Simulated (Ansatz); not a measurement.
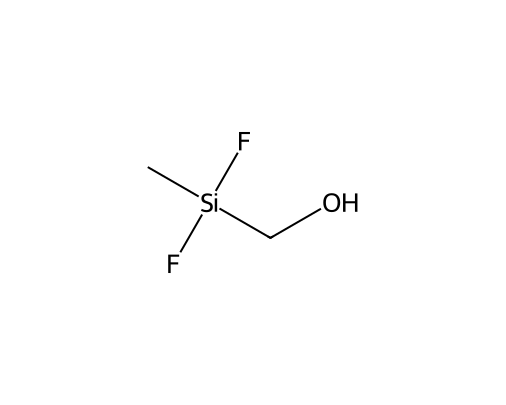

The picture comes from a calculation with Ansatz.

Skeletal drawing of a molecule.

> Write the SMILES.

C[Si](F)(F)CO

> Give the formula, hydrogens included.

C2H6F2OSi.

> An optimisation with PBE0-D4/def2-TZVP gave a structure of which point group?

C1. Other conformers may differ.
